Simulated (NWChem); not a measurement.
# SiH3O2 (SMILES [O][SiH2]O): UPBE0/jorge-DZP

What is the vertical ionisation energy of SiH3O2 at UPBE0/jorge-DZP? 

The calculation is run with NWChem 7.3.0.

### Step 1. The structure to begin with

The species is SiH3O2 (6 atoms), meant as a doublet with charge 0. SMILES: `[O][SiH2]O`. The coordinates come from a PBE0-D4/def2-TZVP relaxation. This is one conformer, not always the lowest.

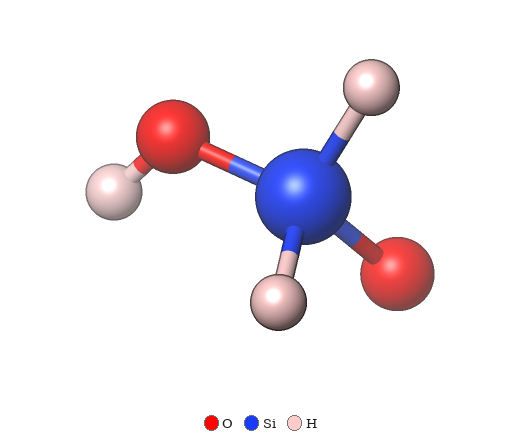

Viewed from a chosen angle; oxygen red, silicon blue, hydrogen pink.

### Step 2. The energy at UPBE0/jorge-DZP

Input file nw.nw:

```
start nw
memory total 2200 mb

geometry units bohr noautosym nocenter noautoz
  O     -3.15943311    -0.92653272     0.21013755
  Si    -0.38833872     0.30311207    -0.49775386
  O      1.79467290     0.20824782     1.67902166
  H      0.22109796    -1.32337521    -2.72441815
  H     -0.66801819     3.01260139    -1.12249732
  H      2.27976560    -1.39518480     2.36801581
end

basis spherical bse
  * library jorge-DZP
end

dft
  xc pbe0
  mult 2
  grid fine
  convergence energy 1e-08
  iterations 100
  mulliken
  noprint "final vectors analysis"
end

task dft
```

The run is started by

```bash
nwchem nw.nw > nw.out
```

What it wrote:

```text
[...]
          Wavefunction type:  spin polarized.
          No. of atoms     :     6
          No. of electrons :    33
[...]
          Charge           :     0
          Spin multiplicity:     2
[...]
          AO basis - number of functions:    69
[...]
              XC Information
              --------------
                         PBE0 Method XC Functional
                     Hartree-Fock (Exact) Exchange  0.250
          PerdewBurkeErnzerhof Exchange Functional  0.750
            Perdew 1991 LDA Correlation Functional  1.000 local
           PerdewBurkeErnz. Correlation Functional  1.000 non-local
[...]
 d= 0,ls=0.0,diis     1   -441.2670670121 -5.52D+02  1.77D-02  5.04D-01     1.3
[...]
 d= 0,ls=0.0,diis    17   -441.4763034244 -5.27D-09  1.67D-07  7.50D-11    17.0
[...]
         Total DFT energy =     -441.476303424363
      One electron energy =     -830.372788839052
           Coulomb energy =      317.135641558626
    Exchange-Corr. energy =      -38.974412283573
 Nuclear repulsion energy =      110.735256139635
[...]
      Total Density - Mulliken Population Analysis
     ---------------------------------------------
    Atom       Charge   Shell Charges
 -----------   ------   -------------------------------------------------------
    1 O    8     8.30   0.95  1.03  0.88  1.02  3.26  1.16  0.01
    2 Si  14    13.37   0.39  0.80  0.70  0.13  1.95  0.90  0.13  5.33  0.72  1.38  0.44  0.49
    3 O    8     8.41   0.94  1.03  0.83  0.89  3.51  1.20  0.01
    4 H    1     1.06   0.72  0.34  0.01
    5 H    1     1.06   0.72  0.33  0.01
    6 H    1     0.78   0.65  0.06  0.07
[...]
      <S2> =      0.7544 (Exact =     0.7500)
[...]
```

Wall time 18 s (1 thread of AMD EPYC 7R43 (Zen 3), shared host); peak memory 0.11 GiB.

### Step 3. The singlet cation at the same level

Input file run.nw:

```
start run
title "H3O2Si PBE0"
memory 2200 mb
charge 1

geometry units angstroms noautosym nocenter noautoz
  O    -1.671900   -0.490300    0.111200
  Si   -0.205500    0.160400   -0.263400
  O     0.949700    0.110200    0.888500
  H     0.117000   -0.700300   -1.441700
  H    -0.353500    1.594200   -0.594000
  H     1.206400   -0.738300    1.253100
end

basis spherical bse
  * library jorge-DZP
end

dft
  xc pbe0
  grid fine
  convergence energy 1e-08
  iterations 100
  mulliken
  print low
end

task dft energy
```

The run is started by

```bash
nwchem run.nw > run.out
```

What it wrote:

```text
[...]
 d= 0,ls=0.0,diis     1   -440.5132810776 -5.51D+02  8.82D-02  5.18D+00     1.0
[...]
 d= 0,ls=0.0,diis    16   -441.0197558032 -5.95D-09  1.29D-06  8.58D-10    10.9
         Total DFT energy =     -441.019755803234
      One electron energy =     -821.183362654649
           Coulomb energy =      307.956948956341
    Exchange-Corr. energy =      -38.528606251969
 Nuclear repulsion energy =      110.735264147044
[...]
      Total Density - Mulliken Population Analysis
     ---------------------------------------------
    Atom       Charge   Shell Charges
 -----------   ------   -------------------------------------------------------
    1 O    8     8.05   0.95  1.03  0.92  1.01  3.15  0.98  0.01
    2 Si  14    13.36   0.39  0.80  0.70  0.13  1.95  0.96  0.11  5.33  0.71  1.43  0.37  0.47
    3 O    8     8.26   0.95  1.03  0.85  0.89  3.47  1.07  0.01
    4 H    1     0.77   0.60  0.16  0.01
    5 H    1     0.83   0.65  0.17  0.01
    6 H    1     0.73   0.63  0.04  0.07
[...]
```

Wall time 12 s (1 thread of AMD EPYC 7R43 (Zen 3), shared host); peak memory 0.11 GiB.

### Step 4. Results

At UPBE0/jorge-DZP:

```
                                          quantity          value
                      doublet SiH3O2: total energy  -441.47630 Eh
                     doublet SiH3O2: dipole moment         1.67 D
                              doublet SiH3O2: ⟨S²⟩          0.754
                      singlet cation: total energy  -441.01976 Eh
vertical ionisation energy (to the singlet cation)      12.423 eV
```

**Reading.** Removing an electron at fixed nuclei costs 12.42 eV (286 kcal/mol). Only the singlet of the ionised species was computed; a triplet could lie lower. Mulliken charges (doublet SiH3O2) run from -0.41 on O3 to +0.63 on Si2.
